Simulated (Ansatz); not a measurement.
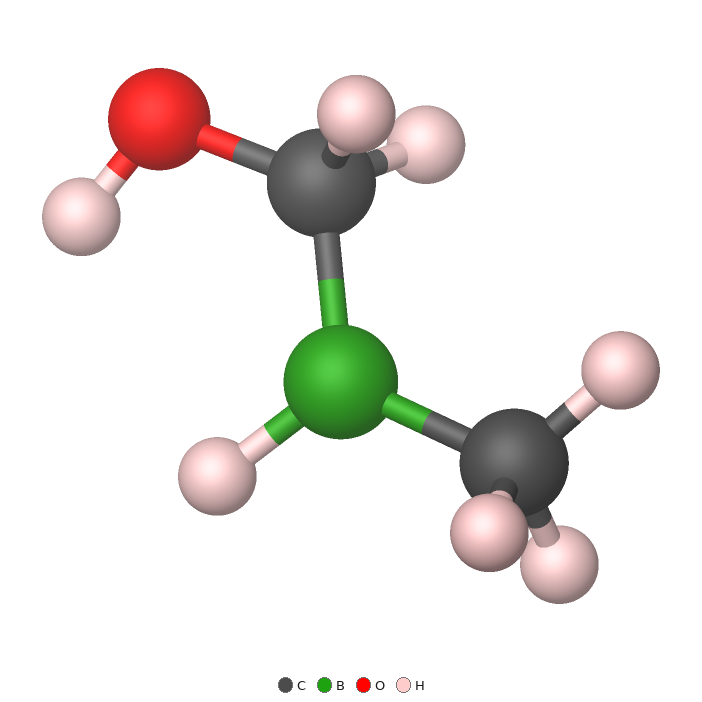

A ball-and-stick model of a molecule.

The geometry was computed by an optimisation with PBE0-D4/def2-TZVP.

Description:

The molecule is C₂H₇BO. As SMILES it reads `CBCO`. It has no ring. Among its groups: alcohol, B–H bond. The point group is Cs. Coordination: 2 C tetrahedral; 1 B trigonal planar; 1 O bent.

More results for the same structure follow; atom numbers are the same in all pictures, views and colours differ.

### Shape

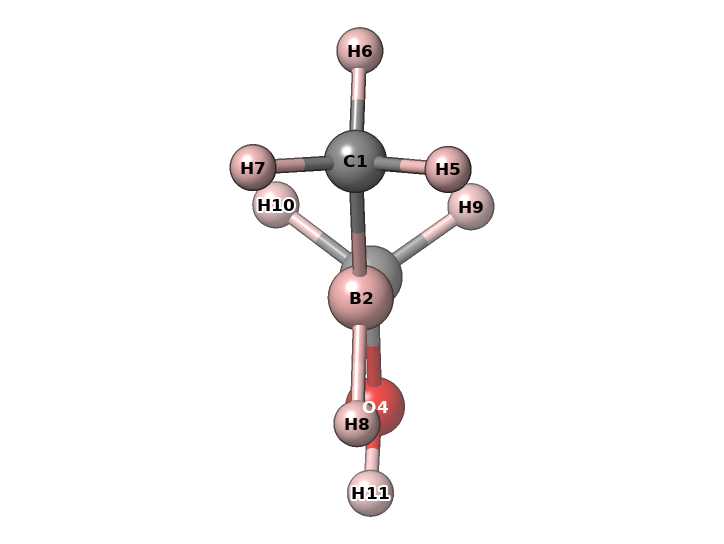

C3 lies behind B2. The molecule seen nearly along the B2–C3 bond, B2 in front. Atoms fade into the background with distance from the viewer.

Question: What is the torsion angle C1–B2–C3–O4? The sign is positive where the front bond must turn clockwise to cover the back bond.

Answer: 180°, antiperiplanar (anti).

### Levels of theory compared

Program: Ansatz 0.2.0.

Compare HOMO energy (eV), HOMO–LUMO gap (eV) at these levels: B3LYP-D4/def2-TZVPP; B97M-V/def2-TZVPP; BHLYP-D4/def2-TZVPP; CAM-B3LYP-D4/def2-TZVPP; HSE06 (plane-wave form)-D4/def2-TZVPP; PBE0-D4/def2-QZVPP; PBE0-D4/def2-SVP; r2SCAN-D4/def2-TZVPP; r2SCAN0-D4/def2-TZVPP; ωB97M-V/def2-SVP; ωB97X-V/def2-TZVPP.

| level | HOMO energy (eV) | HOMO–LUMO gap (eV) |
| --- | --- | --- |
| B3LYP-D4/def2-TZVPP | −7.54 | 6.31 |
| B97M-V/def2-TZVPP | −6.62 | 4.97 |
| BHLYP-D4/def2-TZVPP | −9.43 | 9.47 |
| CAM-B3LYP-D4/def2-TZVPP | −9.29 | 9.39 |
| HSE06 (plane-wave form)-D4/def2-TZVPP | −7.39 | 6.01 |
| PBE0-D4/def2-QZVPP | −7.86 | 6.84 |
| PBE0-D4/def2-SVP | −7.46 | 6.56 |
| r2SCAN-D4/def2-TZVPP | −6.46 | 4.87 |
| r2SCAN0-D4/def2-TZVPP | −8.05 | 7.30 |
| ωB97M-V/def2-SVP | −9.91 | 11.06 |
| ωB97X-V/def2-TZVPP | −10.31 | 11.53 |

### Vibrations

Harmonic vibrations computed with RKS PBE0-D4/def2-TZVP (Ansatz 0.2.0) at a stationary point of the same level.

Question: How many vibrational modes are there, and where do they lie?

Answer: 27 modes: 61, 121, 171, 219, 425, 444, 676, 743, 958, 1002, 1041, 1096, 1164, 1245, 1276, 1325, 1382, 1439, 1449, 1454, 2541, 2964, 2978, 3029, 3086, 3125, 3869 cm⁻¹.

### Dipole moment

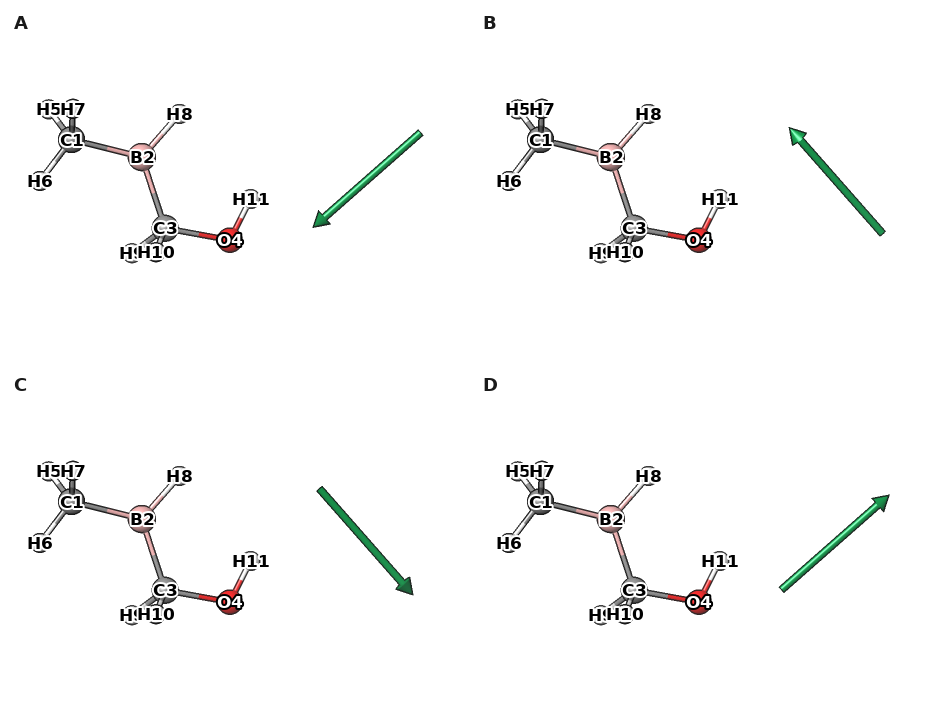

The same molecule four times, each with an arrow. Properties computed with RKS ωB97M-V/def2-TZVPP (Ansatz 0.2.0).

Question: Which arrow points along the dipole moment, from the negative to the positive end?

Answer: B. The dipole moment is 1.90 D; it points from the side of O4 to the side of H5, H7 (the outermost atoms at the two ends).

### Charges

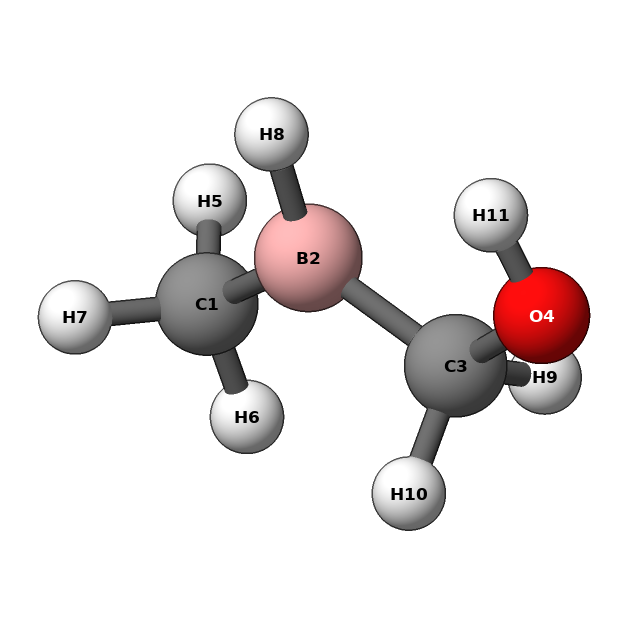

The questions are on Mulliken charges. Level of theory: RKS ωB97M-V/def2-TZVPP (Ansatz 0.2.0).

List the Mulliken charges.

```json
{"atom": "C1", "value (e)": "−0.34"}
{"atom": "B2", "value (e)": "−0.08"}
{"atom": "C3", "value (e)": "0.02"}
{"atom": "O4", "value (e)": "−0.34"}
{"atom": "H5", "value (e)": "0.11"}
{"atom": "H6", "value (e)": "0.10"}
{"atom": "H7", "value (e)": "0.11"}
{"atom": "H8", "value (e)": "0.05"}
{"atom": "H9", "value (e)": "0.09"}
{"atom": "H10", "value (e)": "0.09"}
{"atom": "H11", "value (e)": "0.18"}
```

Mulliken values depend strongly on the basis set and can even reverse the polarity of a bond.
